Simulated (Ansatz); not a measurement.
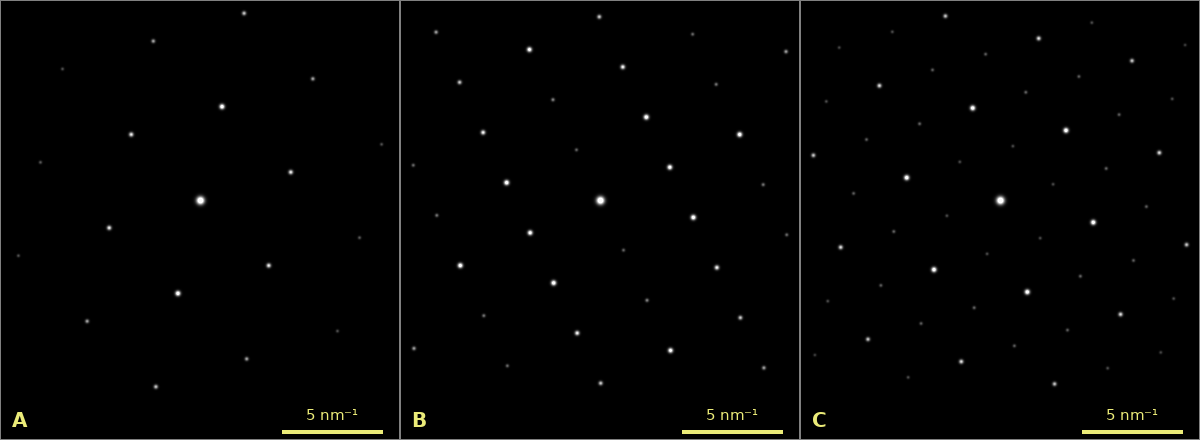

Kinematic zone-axis patterns, calculated for 120 keV electrons with B = 0.5 Å².

All three come from AlCu2, space group P6/mmm (No. 191), a = 4.17 Å, c = 2.59 Å (hexagonal axes). Structure: the end point of a relaxation with Ansatz, DFT PBE, scalar-relativistic, plane waves, PAW; the starting structure was generated, so it need not be a known form of this composition.

### Assign the zone axes [001], [100], [211] to A, B and C.

A is [211]: centred rectangular net of -1 1 1 at d = 2.11 Å and 0 -1 1 at d = 2.11 Å, at 60.7°. B is [100]: rectangular net of 0 1 0 (weak) at d = 3.61 Å and 0 0 1 at d = 2.59 Å, at 90.0°. C is [001]: hexagonal net of 1 -1 0 (weak) at d = 3.61 Å and 1 0 0 (weak) at d = 3.61 Å, at 60.0°.
